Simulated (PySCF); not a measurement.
# One shape, several levels: BPH3F3 (SMILES [BH3-][P+](F)(F)F)

Wanted: a comparison of 6 runs (HF/3-21G, HF/def2-SVP, B2PLYP/6-31G*, B3LYP/6-31G*, M06-2X/6-311+G**, B2PLYP/pcseg-2) of BPH3F3. 

The calculation is run with PySCF 2.14.0.

1 further run of the same task is left out (set aside as unsound or not needed).

## Step 1: The structure to begin with

BPH3F3 has 8 atoms, charge 0, and is taken as a singlet. As SMILES, `[BH3-][P+](F)(F)F`. The coordinates come from a PBE0-D4/def2-TZVP relaxation.

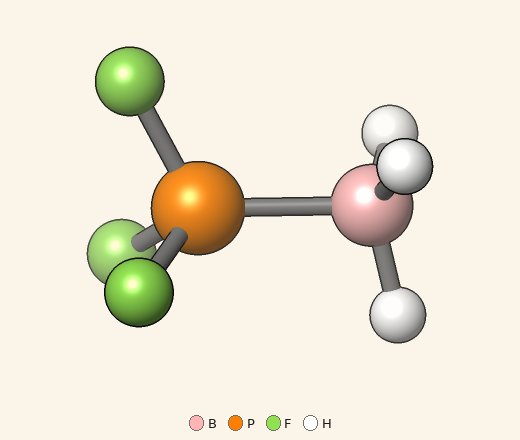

Viewed from a chosen angle; boron pink, phosphorus orange, fluorine green, hydrogen white.

## Step 2: Energy and gradient at HF/3-21G (run 1)

Input file input.py:

```python
import pyscf.grad
from pyscf import gto

mol = gto.M(
    atom=[
    ('B', (-0.079940, 0.958130, 0.502960)),
    ('P', (0.055250, -0.662160, -0.347680)),
    ('F', (0.301370, -1.910790, 0.523410)),
    ('F', (-1.155920, -1.141880, -1.173150)),
    ('F', (1.178770, -0.833130, -1.390240)),
    ('H', (-1.022770, 0.798330, 1.239980)),
    ('H', (-0.266070, 1.727350, -0.408780)),
    ('H', (0.989320, 1.064150, 1.053500)),
],
    basis='3-21g',
    charge=0,
    verbose=4,
    max_memory=1860,
)

mf = mol.RHF()
mf.conv_tol = 1e-10
mf.kernel()
if not mf.converged:
    mf = mf.newton().run(mf.mo_coeff, mf.mo_occ)

energy = mf.e_tot
print('Final energy', energy)
grad = mf.Gradients().kernel()
dip = mf.dip_moment()
pop, q = mf.mulliken_pop()
```

Started as:

```bash
$ OMP_NUM_THREADS=1 python input.py
```

What it wrote:

```text
PySCF version 2.14.0

[... 62 lines left out ...]
converged SCF energy = -662.009473583832
Final energy -662.0094735838316
[... 11 lines left out ...]
Dipole moment(X, Y, Z, Debye):  0.09605, -1.15105, -0.60471
[... 25 lines left out ...]
pop of  2 F 3s            1.55491
pop of  2 F 2px           0.86943
pop of  2 F 2py           0.76787
pop of  2 F 2pz           0.82470
pop of  2 F 3px           1.04500
pop of  2 F 3py           0.96004
pop of  2 F 3pz           1.00792
pop of  3 F 1s            1.98510
pop of  3 F 2s            0.44451
pop of  3 F 3s            1.55491
pop of  3 F 2px           0.77133
pop of  3 F 2py           0.86414
pop of  3 F 2pz           0.82652
pop of  3 F 3px           0.97393
pop of  3 F 3py           1.02799
pop of  3 F 3pz           1.01104
pop of  4 F 1s            1.98510
pop of  4 F 2s            0.44451
pop of  4 F 3s            1.55491
pop of  4 F 2px           0.78489
pop of  4 F 2py           0.87947
pop of  4 F 2pz           0.79764
pop of  4 F 3px           0.98411
pop of  4 F 3py           1.03844
pop of  4 F 3pz           0.99041
pop of  5 H 1s            0.43725
pop of  5 H 2s            0.52868
pop of  6 H 1s            0.43725
pop of  6 H 2s            0.52865
pop of  7 H 1s            0.43725
pop of  7 H 2s            0.52867
 ** Mulliken atomic charges  **
charge of    0B =     -0.74405
charge of    1P =      2.02021
charge of    2F =     -0.45948
charge of    3F =     -0.45948
charge of    4F =     -0.45947
charge of    5H =      0.03408
charge of    6H =      0.03411
charge of    7H =      0.03408
```

Wall time 1.3 s (1 thread of Arm Neoverse V2, shared host); peak memory 0.13 GiB.

## Step 3: Energy and forces at HF/def2-SVP (run 2)

Input file geometry.xyz:

```xyz
8
BF3H3P
B     -0.079940     0.958130     0.502960
P      0.055250    -0.662160    -0.347680
F      0.301370    -1.910790     0.523410
F     -1.155920    -1.141880    -1.173150
F      1.178770    -0.833130    -1.390240
H     -1.022770     0.798330     1.239980
H     -0.266070     1.727350    -0.408780
H      0.989320     1.064150     1.053500
```

Input file calc.py:

```python
from pyscf import gto, scf

molecule = gto.M(
    atom='geometry.xyz',
    basis='def2-svp',
    verbose=4,
    max_memory=1860,
)

myscf = scf.RHF(molecule)
myscf.conv_tol = 1e-10
myscf.kernel()
if not myscf.converged:
    myscf = myscf.newton().run(myscf.mo_coeff, myscf.mo_occ)

etot = myscf.e_tot
print('E(%s) = %.9f' % ('HF', etot))
grad = myscf.nuc_grad_method().kernel()
myscf.analyze()
```

Started as:

```bash
$ OMP_NUM_THREADS=1 python calc.py
```

What it wrote:

```text
PySCF version 2.14.0

[... 80 lines left out ...]
Two-electron Coulomb Energy =          580.980211699551660
[... 10 lines left out ...]
MO #8   energy= -5.62708700977992  occ= 2
[... 8 lines left out ...]
MO #17  energy= -0.774147818568283 occ= 2
[... 8 lines left out ...]
MO #26  energy= 0.159039649812175  occ= 0
[... 8 lines left out ...]
MO #35  energy= 0.423489973532039  occ= 0
[... 8 lines left out ...]
MO #44  energy= 0.890803329395837  occ= 0
[... 8 lines left out ...]
MO #53  energy= 1.41007217279763   occ= 0
[... 8 lines left out ...]
MO #62  energy= 1.72346377659847   occ= 0
[... 8 lines left out ...]
MO #71  energy= 2.42434537916073   occ= 0
[... 8 lines left out ...]
MO #80  energy= 3.35010154309284   occ= 0
[... 8 lines left out ...]
MO #89  energy= 4.02167274244209   occ= 0
[... 61 lines left out ...]
pop of  3 F 3dx2-y2       0.00173
pop of  4 F 1s            1.99998
pop of  4 F 2s            1.83363
pop of  4 F 3s            0.00247
pop of  4 F 2px           1.81810
pop of  4 F 2py           1.94155
pop of  4 F 2pz           1.83519
pop of  4 F 3px           0.00063
pop of  4 F 3py           0.00215
pop of  4 F 3pz           0.00097
pop of  4 F 3dxy          0.00094
pop of  4 F 3dyz          0.00079
pop of  4 F 3dz^2         0.00141
pop of  4 F 3dxz          0.00362
pop of  4 F 3dx2-y2       0.00145
pop of  5 H 1s            0.99789
pop of  5 H 2s            0.00292
pop of  5 H 2px           0.00106
pop of  5 H 2py           0.00013
pop of  5 H 2pz           0.00092
pop of  6 H 1s            0.99788
pop of  6 H 2s            0.00292
pop of  6 H 2px           0.00009
pop of  6 H 2py           0.00133
pop of  6 H 2pz           0.00069
pop of  7 H 1s            0.99789
pop of  7 H 2s            0.00292
pop of  7 H 2px           0.00123
pop of  7 H 2py           0.00028
pop of  7 H 2pz           0.00059
 ** Mulliken atomic charges  **
charge of    0B =     -0.56363
charge of    1P =      1.90101
charge of    2F =     -0.44288
charge of    3F =     -0.44288
charge of    4F =     -0.44288
charge of    5H =     -0.00292
charge of    6H =     -0.00291
charge of    7H =     -0.00291
Dipole moment(X, Y, Z, Debye):  0.12634, -1.51409, -0.79515
```

Run time: 4.8 s. Hardware: 1 thread of Arm Neoverse V2, shared host; peak memory 0.18 GiB.

Runs 3 to 5 aren't shown in full; the table further down has their settings and results.

## Step 4: The energy at B2PLYP/pcseg-2 (run 6)

Input file input.py:

```python
from pyscf import gto, dft, mp

mol = gto.Mole()
mol.atom = [
    ('B', (-0.079940, 0.958130, 0.502960)),
    ('P', (0.055250, -0.662160, -0.347680)),
    ('F', (0.301370, -1.910790, 0.523410)),
    ('F', (-1.155920, -1.141880, -1.173150)),
    ('F', (1.178770, -0.833130, -1.390240)),
    ('H', (-1.022770, 0.798330, 1.239980)),
    ('H', (-0.266070, 1.727350, -0.408780)),
    ('H', (0.989320, 1.064150, 1.053500)),
]
mol.verbose = 3
mol.charge = 0
mol.max_memory = 1860
mol.basis = 'pcseg-2'
mol.build()

mf = dft.RKS(mol, xc='0.53*HF + 0.47*B88, 0.73*LYP')
mf.grids.level = 5
mf.conv_tol = 1e-10
mf.kernel()
if not mf.converged:
    mf = mf.newton().run(mf.mo_coeff, mf.mo_occ)

pt = mp.MP2(mf, frozen=9).run()
etot = mf.e_tot + 0.27 * pt.e_corr
print('PT2 part  %.8f' % (0.27 * pt.e_corr))
print('E(%s) = %.9f' % ('B2PLYP', etot))
mf.analyze()
```

Started as:

```bash
$ OMP_NUM_THREADS=1 python input.py
```

What it wrote:

```text
converged SCF energy = -667.153155106072
[... 13 lines left out ...]
MO #9   energy= -5.17895317212688  occ= 2
[... 16 lines left out ...]
MO #26  energy= 0.0552346327018616 occ= 0
[... 16 lines left out ...]
MO #43  energy= 0.455114036699492  occ= 0
[... 16 lines left out ...]
MO #60  energy= 0.915135658122892  occ= 0
[... 16 lines left out ...]
MO #77  energy= 1.56166621023834   occ= 0
[... 16 lines left out ...]
MO #94  energy= 2.12060035413968   occ= 0
[... 16 lines left out ...]
MO #111 energy= 3.09119831833292   occ= 0
[... 16 lines left out ...]
MO #128 energy= 3.8241815314773    occ= 0
[... 16 lines left out ...]
MO #145 energy= 4.46769170824185   occ= 0
[... 16 lines left out ...]
MO #162 energy= 4.90882065076905   occ= 0
[... 16 lines left out ...]
MO #179 energy= 6.10890322865009   occ= 0
[... 16 lines left out ...]
MO #196 energy= 20.9187768566761   occ= 0
[... 9 lines left out ...]
Dipole moment(X, Y, Z, Debye):  0.11794, -1.41345, -0.74222
```

It took 1.7 min on 1 thread of Arm Neoverse V2, shared host; peak memory 2.8 GiB.

## Step 5: Overview of the runs

```csv
run,level,task,frozen core orbitals,energy (Eh),dipole moment (D),HOMO energy (eV),LUMO energy (eV),wall time
1,HF/3-21G,gradient,–,-662.009474,1.30,-13.41,4.32,1.3 s
2,HF/def2-SVP,gradient,–,-665.170026,1.71,-13.17,4.33,4.8 s
3,B2PLYP/6-31G* (spherical functions),energy,9,-667.179852,1.91,-10.84,1.95,16 s
4,B3LYP/6-31G* (Cartesian functions),gradient,–,-667.607067,1.85,-9.28,0.29,26 s
5,M06-2X/6-311+G**,gradient,–,-667.577680,1.21,-11.14,0.01,1.7 min
6,B2PLYP/pcseg-2,energy,9,-667.476430,1.60,-11.03,1.50,1.7 min
```

## Step 6: What came out

| quantity | value |
| --- | --- |
| run 6: total energy | -667.47643 Eh |
| run 6: dipole moment (SCF part) | 1.60 D |
| run 6: HOMO energy (SCF part's orbitals) | -11.03 eV |
| run 6: LUMO energy (SCF part's orbitals) | 1.50 eV |
| run 6: HOMO–LUMO gap (SCF part's orbitals) | 12.53 eV |

What this shows: The dipole moment (its size) runs from 1.21 D (M06-2X/6-311+G**) to 1.91 D (B2PLYP/6-31G*). The two ends differ in method and basis. A double hybrid's value is that of its SCF part. The HOMO–LUMO gap runs from 9.57 eV (B3LYP/6-31G*) to 17.73 eV (HF/3-21G). Totals of different functionals can't be ranked against each other. All runs together took 4.2 min, the longest 1.7 min.
